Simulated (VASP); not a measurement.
## BiMo: structure and properties in VASP

Aim: relax BiMo, then compute properties on the relaxed cell. The steps: relaxing cell and atoms (PBEsol), second relaxation, single point with fields (PBEsol), band structure (PBEsol), density of states (PBEsol), electric field gradients (PBEsol), core levels (PBEsol) and self-consistent run (PBEsol), changed input. The cell is invented: it takes the structure of COD entry 1539074, MoP (space group 187 there), with some of its atoms replaced by other elements, volume scaled by an estimate. It may not be a known or stable phase.

Calculated with VASP 6.6.1; PBEsol; plane waves and PAW (Bi_d, Mo_sv); invented cell.

## (1) The starting structure

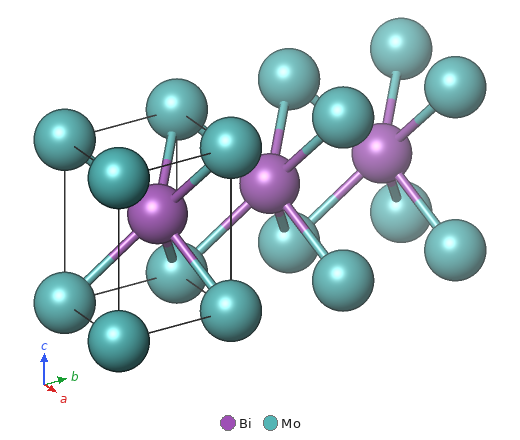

The cell as given, slightly off an axis (bismuth purple, molybdenum teal). 1×3×1 cells are drawn. Bonds to atoms that aren't drawn are left out. Some periodic images of atoms are drawn too.

Coordinates:

```xyz
2
Lattice="3.3704 0.0000 0.0000 -1.6852 2.9188 0.0000 0.0000 0.0000 3.3369" Properties=species:S:1:pos:R:3 pbc="T T T"
Bi    0.0000    1.9459    1.6685
Mo    0.0000    0.0000    0.0000
```

## (2) Relaxing cell and atoms (PBEsol)

Properties are meant for the cell that this level of theory prefers, so cell and atoms are relaxed first (ISIF = 3) until forces and stress are small; EDIFFG sets the threshold. PBEsol restores the gradient expansion of exchange and is tuned for the cells of solids.

INCAR reads:

```
SYSTEM = BiMo
PREC = Accurate
ENCUT = 400
EDIFF = 1E-06
NELM = 100
ISMEAR = -1
SIGMA = 0.05
LREAL = .FALSE.
ALGO = Normal
GGA = PS
LORBIT = 11
LWAVE = .FALSE.
LCHARG = .FALSE.
IBRION = 2
NSW = 60
ISIF = 3
EDIFFG = -0.01
```

POSCAR reads:

```
BiMo
1.0
    3.3703970000      0.0000000000      0.0000000000
   -1.6851990000      2.9188500000      0.0000000000
    0.0000000000      0.0000000000      3.3369340000
Bi Mo
1 1
Direct
    0.3333333300      0.6666666700      0.5000000000
    0.0000000000      0.0000000000      0.0000000000
```

KPOINTS reads:

```
Automatic mesh
0
Gamma
8 8 7
0 0 0
```

PAW data sets: Bi_d and Mo_sv (PBE family, release 64).

Started as:

```bash
$ mpirun -np 1 vasp_std
```

The program printed:

```text
[banner, memory and clock lines left out]
running    1 mpi-ranks, on    1 nodes
 distrk:  each k-point on    1 cores,    1 groups
 distr:  one band on    1 cores,    1 groups

 POSCAR found type information on POSCAR BiMo
 POSCAR found :  2 types and       2 ions
|                                                                             |
|               ----> ADVICE to this user running VASP <----                  |
|                                                                             |
|     You enforced a specific xc type in the INCAR file but a different       |
|     [... a line on the potential file left out ...]
|     I HOPE YOU KNOW WHAT YOU ARE DOING!                                     |
|                                                                             |

 LDA part: xc-table for (Slater+PW92), standard interpolation
 POSCAR, INCAR and KPOINTS ok, starting setup
 FFT: planning ... GRIDC
 FFT: planning ... GRID_SOFT
 FFT: planning ... GRID
 WAVECAR not read
 entering main loop
       N       E                     dE             d eps       ncg     rms          rms(c)
DAV:   1     0.270762858352E+03    0.27076E+03   -0.13912E+04  1440   0.179E+03
DAV:   2     0.259973951698E+01   -0.26816E+03   -0.26330E+03  1474   0.480E+02
DAV:   3    -0.130488811795E+02   -0.15649E+02   -0.15105E+02  1780   0.121E+02
DAV:   4    -0.134500698284E+02   -0.40119E+00   -0.39794E+00  1716   0.178E+01
DAV:   5    -0.134594337834E+02   -0.93640E-02   -0.93592E-02  1782   0.275E+00    0.207E+01
DAV:   6    -0.131512174375E+02    0.30822E+00   -0.85011E-01  1534   0.830E+00    0.840E+00
DAV:   7    -0.130857221556E+02    0.65495E-01   -0.90307E-02  1838   0.453E+00    0.331E+00
DAV:   8    -0.130765455904E+02    0.91766E-02   -0.15722E-02  2156   0.128E+00    0.185E-01
DAV:   9    -0.130759709815E+02    0.57461E-03   -0.22438E-03  1578   0.725E-01    0.295E-02
DAV:  10    -0.130759638754E+02    0.71061E-05   -0.71297E-05  2036   0.101E-01    0.185E-02
DAV:  11    -0.130759612693E+02    0.26061E-05   -0.10718E-05  1784   0.413E-02    0.494E-03
DAV:  12    -0.130759618548E+02   -0.58551E-06   -0.73914E-07   856   0.102E-02
   1 F= -.13075962E+02 E0= -.13072234E+02  d E =-.130760E+02
 curvature:   0.00 expect dE= 0.000E+00 dE for cont linesearch  0.000E+00
 trial: gam= 0.00000 g(F)=  0.118E-42 g(S)=  0.128E+02 ort = 0.000E+00 (trialstep = 0.100E+01)
 search vector abs. value=  0.128E+02
 bond charge predicted
       N       E                     dE             d eps       ncg     rms          rms(c)
DAV:   1    -0.264973876887E+03   -0.25190E+03   -0.83825E+03  1490   0.140E+03    0.374E+02
DAV:   2    -0.549752633812E+02    0.21000E+03   -0.97886E+02  1618   0.244E+02    0.161E+02
DAV:   3    -0.221491657480E+02    0.32826E+02   -0.58734E+01  1582   0.607E+01    0.112E+02
DAV:   4    -0.110387662990E+02    0.11110E+02   -0.37074E+01  1540   0.566E+01    0.513E+01
DAV:   5    -0.114702445216E+02   -0.43148E+00   -0.48593E+00  1638   0.138E+01    0.205E+01
DAV:   6    -0.107074126389E+02    0.76283E+00   -0.55144E+00  1606   0.135E+01    0.125E+01
DAV:   7    -0.106126335813E+02    0.94779E-01   -0.25432E-01  1544   0.267E+00    0.794E+00
DAV:   8    -0.106138726181E+02   -0.12390E-02   -0.33157E-02  1664   0.113E+00    0.664E-01
DAV:   9    -0.106129407215E+02    0.93190E-03   -0.46284E-03  1924   0.538E-01    0.371E-01
DAV:  10    -0.106107006426E+02    0.22401E-02   -0.85410E-03  1688   0.517E-01    0.265E-02
DAV:  11    -0.106107267002E+02   -0.26058E-04   -0.24358E-04  1506   0.970E-02    0.316E-02
DAV:  12    -0.106107144809E+02    0.12219E-04   -0.35850E-05  1716   0.327E-02    0.720E-03
DAV:  13    -0.106107154221E+02   -0.94120E-06   -0.23468E-06  1196   0.835E-03
   2 F= -.10610715E+02 E0= -.10588222E+02  d E =0.246525E+01
[... from here on, the cycles between the ionic steps are left out ...]
   3 F= -.14451347E+02 E0= -.14446418E+02  d E =-.137539E+01
   4 F= -.14540159E+02 E0= -.14535603E+02  d E =-.146420E+01
   5 F= -.14552933E+02 E0= -.14548555E+02  d E =-.147697E+01
   6 F= -.14552804E+02 E0= -.14548398E+02  d E =-.147684E+01
   7 F= -.14556147E+02 E0= -.14551695E+02  d E =-.334324E-02
   8 F= -.14564261E+02 E0= -.14559575E+02  d E =-.114569E-01
   9 F= -.14571624E+02 E0= -.14561798E+02  d E =-.188203E-01
  10 F= -.14571596E+02 E0= -.14561078E+02  d E =-.187921E-01
  11 F= -.14565650E+02 E0= -.14553561E+02  d E =0.594562E-02
 trial-energy change:    0.005946  1 .order    0.005877   -0.002518    0.014271
 step:   0.3670(harm=  0.3747)  dis= 0.00000  next Energy=   -14.571780 (dE=-0.185E-03)
 bond charge predicted
       N       E                     dE             d eps       ncg     rms          rms(c)
DAV:   1    -0.146873306559E+02   -0.12168E+00   -0.34929E+00  1566   0.251E+01    0.266E+00
DAV:   2    -0.145883267264E+02    0.99004E-01   -0.34150E-01  1480   0.649E+00    0.691E-01
DAV:   3    -0.145744310164E+02    0.13896E-01   -0.33566E-02  1776   0.234E+00    0.328E-01
DAV:   4    -0.145717797163E+02    0.26513E-02   -0.10500E-02  1850   0.137E+00    0.164E-01
DAV:   5    -0.145717688998E+02    0.10816E-04   -0.81656E-04  1752   0.250E-01    0.329E-02
DAV:   6    -0.145717851641E+02   -0.16264E-04   -0.50455E-05  2016   0.671E-02    0.105E-02
DAV:   7    -0.145717866994E+02   -0.15353E-05   -0.33703E-06  1366   0.167E-02    0.213E-03
DAV:   8    -0.145717870226E+02   -0.32316E-06   -0.33668E-07   746   0.659E-03
  12 F= -.14571787E+02 E0= -.14561001E+02  d E =-.191338E-03
 curvature:  -0.32 expect dE=-0.103E-05 dE for cont linesearch -0.578E-07
 trial: gam=-0.04239 g(F)=  0.346E-42 g(S)=  0.325E-05 ort = 0.176E-04 (trialstep = 0.207E+01)
 search vector abs. value=  0.482E-05
 reached required accuracy - stopping structural energy minimisation
```

Elapsed: 83 s, on 1 MPI rank of Intel Xeon Platinum 8488C (Sapphire Rapids), shared host; peak memory 0.15 GiB.

The logs omit lines about the potential files and the build; timing stands in the text.

OUTCAR, selected parts (step 2):

```text
ion  position               nearest neighbor table
   1  0.333  0.667  0.500-   2 2.56   2 2.56   2 2.56   2 2.56   2 2.56   2 2.56
   2  0.000  0.000  0.000-   1 2.56   1 2.56   1 2.56   1 2.56   1 2.56   1 2.56

  LATTYP: Found a hexagonal cell.
 ALAT       =     3.3703970000
 C/A-ratio  =     0.9900714960

 Subroutine GETGRP returns: Found 12 space group operations
 (whereof 12 operations were pure point group operations)

The static configuration has the point symmetry D_3h.

 Found     40 irreducible k-points:

   k-points           NKPTS =     40   k-points in BZ     NKDIM =     40   number of bands    NBANDS=     18

   dimension x,y,z NGX =    24 NGY =   24 NGZ =   24
   dimension x,y,z NGXF=    48 NGYF=   48 NGZF=   48

   ENCUT  =  400.0 eV  29.40 Ry    5.42 a.u.   5.50  5.50  5.44*2*pi/ulx,y,z

   NELECT =      29.0000    total number of electrons

 k-points in reciprocal lattice and weights: Automatic mesh
   0.00000000  0.00000000  0.00000000       0.002
   0.12500000  0.00000000  0.00000000       0.013
   0.25000000  0.00000000  0.00000000       0.013
   0.37500000  0.00000000  0.00000000       0.013
   0.50000000  0.00000000  0.00000000       0.007
   0.12500000  0.12500000  0.00000000       0.013
   0.25000000  0.12500000  0.00000000       0.027
   0.37500000  0.12500000  0.00000000       0.027
   0.25000000  0.25000000  0.00000000       0.013
[...]
0.25000000  0.25000000  0.42857143       0.027
   0.37500000  0.25000000  0.42857143       0.027

 average (electrostatic) potential at core
       1 -99.5841       2 -70.2547

 E-fermi :  11.1089

 k-point     1 :       0.0000    0.0000    0.0000
  band No.  band energies     occupation
    ...
     12       9.4312      2.00000
     13       9.4312      2.00000
     14       9.6792      2.00000
     15      11.0839      1.24530
     16      11.0839      1.24528
     17      15.5155      0.00000
     18      16.5086      0.00000

 k-point     2 :       0.1250    0.0000    0.0000
  band No.  band energies     occupation
    ...
     11       8.3672      2.00000
     12       8.9764      2.00000
     13       9.0424      2.00000
     14       9.6405      2.00000
     15      11.0611      1.44472
     16      12.0396      0.00000
     17      13.9828      0.00000
     18      15.6791      0.00000

 k-point     3 :       0.2500    0.0000    0.0000
  band No.  band energies     occupation
    ...
     11       7.4724      2.00000
     12       8.3223      2.00000
     13       8.8518      2.00000
     14      10.2144      2.00000
     15      11.0074      1.76787
     16      12.4527      0.00000
     17      13.6107      0.00000
     18      14.2814      0.00000

  Total        0.0081572      0.0081572      0.0012409     -0.0000000     -0.0000000     -0.0000000
  in kB        0.3189372      0.3189374      0.0485174     -0.0000001     -0.0000000     -0.0000000
  external PRESSURE =       0.2287973 kB  Pullay stress =       0.0000000 kB

  energy-cutoff  :      400.00
  volume of cell :       40.98
      direct lattice vectors                 reciprocal lattice vectors
     3.464746892 -0.000000009  0.000000000     0.288621372  0.166635643 -0.000000000
    -1.732373968  3.000559442 -0.000000000     0.000000001  0.333271185 -0.000000000
    -0.000000000  0.000000000  3.941622728    -0.000000000  0.000000000  0.253702617

 POSITION                                       TOTAL-FORCE (eV/Angst)
 -----------------------------------------------------------------------------------
     -0.00000      2.00037      1.97081         0.000000     -0.000000     -0.000000
      0.00000      0.00000      0.00000        -0.000000      0.000000      0.000000
 -----------------------------------------------------------------------------------
    total drift:                                0.000017     -0.000005     -0.000000

  FREE ENERGIE OF THE ION-ELECTRON SYSTEM (eV)
  ---------------------------------------------------
  free  energy   TOTEN  =       -14.5717870226 eV

  energy  without entropy=      -14.5502146060  energy(sigma->0) =      -14.56100081

 reached required accuracy - stopping structural energy minimisation

 total charge
# of ion       s       p       d       tot
------------------------------------------
    1        1.420   1.651   9.989  13.059
    2        2.226   6.100   4.068  12.394
--------------------------------------------------
tot          3.646   7.750  14.057  25.453

[... 3 further parts left out ...]
```

CONTCAR:

```
BiMo
   1.00000000000000
     3.4647468923478004   -0.0000000088585379    0.0000000000000000
    -1.7323739678424717    3.0005594419149406   -0.0000000000000000
    -0.0000000000000000    0.0000000000000001    3.9416227284436212
  Bi              Mo
     1     1
Direct
     0.3333333300000021    0.6666666699999979    0.5000000000000000
     0.0000000000000000    0.0000000000000000    0.0000000000000000
```

This run has no spin polarisation. Its electron count is odd, so without a moment it is a metal by construction. The k-mesh is coarse for a metal. The PAW data sets were made with PBE, which is usual practice but a small mismatch for other functionals. After so large a change of volume the plane waves of the start cell no longer fit, so the final stress carries a basis-set error. The run keeps the 12 symmetry operations of its start, so it cannot find a distortion of lower symmetry.

The steps of the relaxation:

```
step  energy less that of the first step (eV)  largest force (eV/Å)  pressure (GPa)  volume (Å³)
   1                                   0.0000                0.0000           64.03        32.83
   2                                   2.4652                0.0000          -25.68        74.69
   3                                  -1.3754                0.0000           -9.12        45.16
   4                                  -1.4642                0.0000           -3.67        43.00
   5                                  -1.4770                0.0000            0.09        41.83
   6                                  -1.4768                0.0000           -0.49        42.02
   7                                  -1.4802                0.0000           -0.56        41.93
   8                                  -1.4883                0.0000           -0.39        41.62
   9                                  -1.4957                0.0000            0.36        40.94
  10                                  -1.4956                0.0000            0.47        40.86
  11                                  -1.4897                0.0000           -2.52        41.64
  12                                  -1.4958                0.0000            0.02        40.98
```

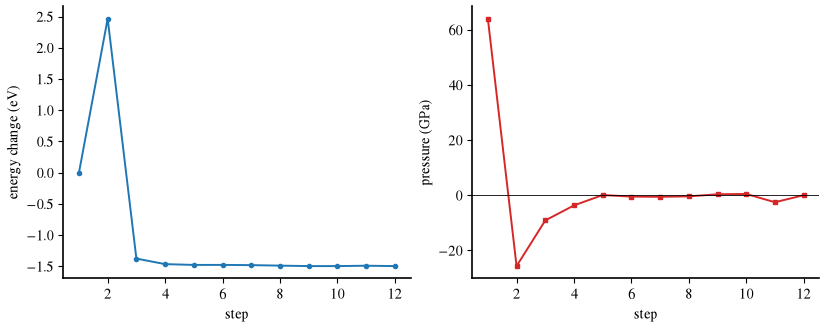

Energy and pressure along the relaxation.

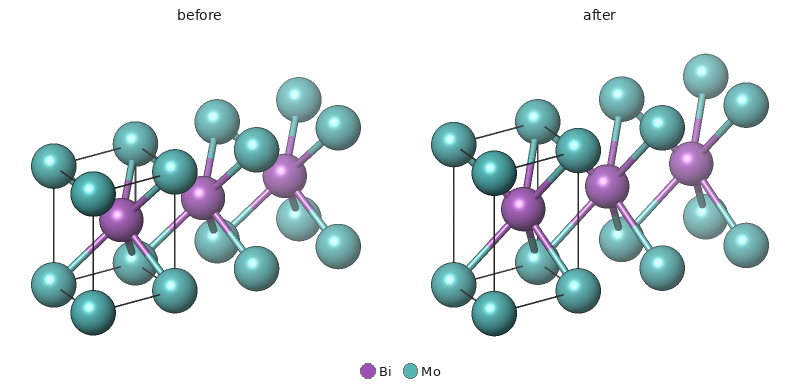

The structure before and after the relaxation, drawn at the same scale. Bonds to atoms that aren't drawn are left out.

```
     cell as run  before  after   change
           a (Å)   3.370  3.465   +2.8 %
           b (Å)   3.370  3.465   +2.8 %
           c (Å)   3.337  3.942  +18.1 %
volume (Å³/atom)   16.41  20.49  +24.8 %
```

The relaxed structure:

```xyz
2
Lattice="3.4647 0.0000 0.0000 -1.7324 3.0006 0.0000 0.0000 0.0000 3.9416" Properties=species:S:1:pos:R:3 pbc="T T T"
Bi    0.0000    2.0004    1.9708
Mo    0.0000    0.0000    0.0000
```

This step gave:

- electrons: 29
- bands: 18
- irreducible k-points: 40
- symmetry operations: 12
- free energy (TOTEN): -14.57 eV
- energy at zero smearing: -14.56 eV
- Fermi energy: 11.11 eV
- pressure: 0.02288 GPa
- metallic: yes
- SCF cycles over all ionic steps: 102

It ends with forces that vanish by symmetry and a pressure of 0.02 GPa.

(Part 1 of 3 ends here.)

[Lines on the potential files, build, host, timing and source positions are cut from VASP's logs without a mark.]

[Logs are printed without paths, hosts, clocks, repeated set-up lines and the standing remarks that a program may print on its own settings, such as how far it seeks lower states.]

[Hosts, paths, dates, database ids (printed as entryN), source tags and the programs' standing remarks are cut or masked in the printed files.]

[A measured line is paired with the nearest computed mode of its activity, which favours agreement.]

[In band tables of VASP the shares of atoms and orbitals are scaled to a sum of 1 inside the atoms' spheres.]
